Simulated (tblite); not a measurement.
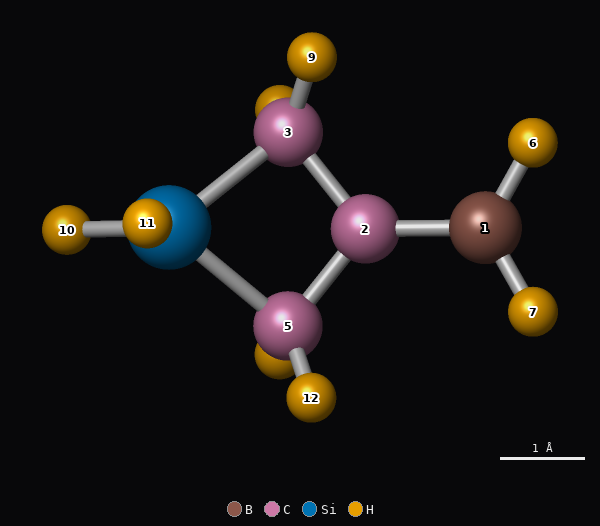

*The structure as given in the input (ball-and-stick view, seen on its broad side; atoms are numbered from 1 in the order of the input).*

# Frequency calculation of C₃H₈BSi

C₃H₈BSi, multiplicity 2, computed with GFN2-xTB harmonic vibrations, gas phase (tblite 0.8.0).

It belongs to a series of runs on one base structure; here: H removed from sp3 C.

**The program's output**
```
mode    cm-1     km/mol
  1      77.9      0.69
  2     209.4      0.04
  3     280.9      0.06
  4     329.7      3.11
  5     432.7     17.69
  6     435.7      1.83
  7     472.9     27.77
  8     600.2    143.12
  9     614.8      3.49
 10     682.6     33.58
 11     733.8     35.06
 12     751.6    226.36
 13     775.6    256.59
 14     789.3     23.05
 15     823.9     39.17
 16     866.7     17.58
 17     938.4      2.71
 18    1015.9     20.94
 19    1110.1      7.86
 20    1111.7     14.61
 21    1162.7     25.71
 22    1187.8     83.98
 23    1395.4     12.44
 24    1430.5     11.08
 25    1444.3      0.65
 26    2262.4    400.87
 27    2293.3    296.10
 28    2591.0    193.72
 29    2611.2    189.32
 30    2927.9      4.55
 31    2933.6     52.73
 32    3001.6     34.58
 33    3006.1     14.96
```

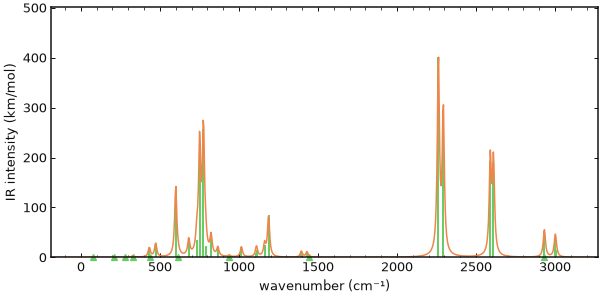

*Harmonic infrared spectrum, unscaled: sticks (degenerate modes added up, dark ones marked on the axis) with a Lorentzian envelope of 16 cm⁻¹ full width, scaled to the tallest stick.*

33 modes from 78 to 3006 cm⁻¹, none imaginary. The strongest line is at 2262 cm⁻¹ (401 km/mol).

The run was set up as follows.

**The input**
```
{"job": {"kind": "ir", "xc": "GFN2-xTB", "basis": "xTB"}, "charge": 0, "multiplicity": 2}
B      2.083644    -0.239412     0.176335
C      0.631497    -0.035068    -0.142515
C     -0.186761     1.214335    -0.016972
Si    -1.702831     0.098956     0.351754
C     -0.412120    -1.062037    -0.461797
H      2.752122     0.676224     0.483143
H      2.561208    -1.308478     0.085500
H     -0.299158     1.725520    -0.975998
H      0.203266     1.941607     0.692232
H     -2.955482     0.358378    -0.357014
H     -1.902986    -0.161165     1.774196
H     -0.193137    -2.060371    -0.089497
H     -0.583651    -1.148002    -1.537096
```

The first line tells a small driver script what to run in tblite; the rest is the geometry in Å.

Launched with:
```bash
OMP_NUM_THREADS=1 python <driver script> task.json out
```

**Results in brief**

```csv
quantity,value
outcome,converged
total energy,−363.7610 eV
zero-point energy,59.0430 kcal/mol
hardware,"1 CPU thread, shared host"
peak memory,0.18 GiB
```
